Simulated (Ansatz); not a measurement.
A computed series for PbS: response to strain

The reference is PbS in the rock salt structure (space group Fm-3m, No. 225; a = 6.0089 Å).

Strains are applied to the cell and any free atomic positions relax.

Calculations: PBE/PAW in Ansatz (a program for electronic structure), spin-orbit coupling left out.

Notes on the quantities. energy relative to the base: free energy F.

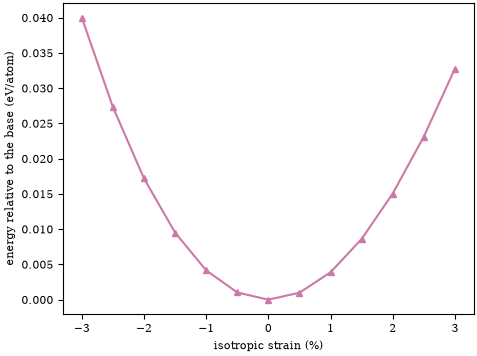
Figure. Energy relative to the base against isotropic strain

Q: From the plot, what is the energy relative to the base for isotropic strain +2.50 %?

A: About 0.023 eV/atom.

Q: Is the trend monotonic over the range shown?

A: No, it turns within the range, spanning 0 meV/atom to +40 meV/atom.

Whether these cells are dynamically stable was not tested.
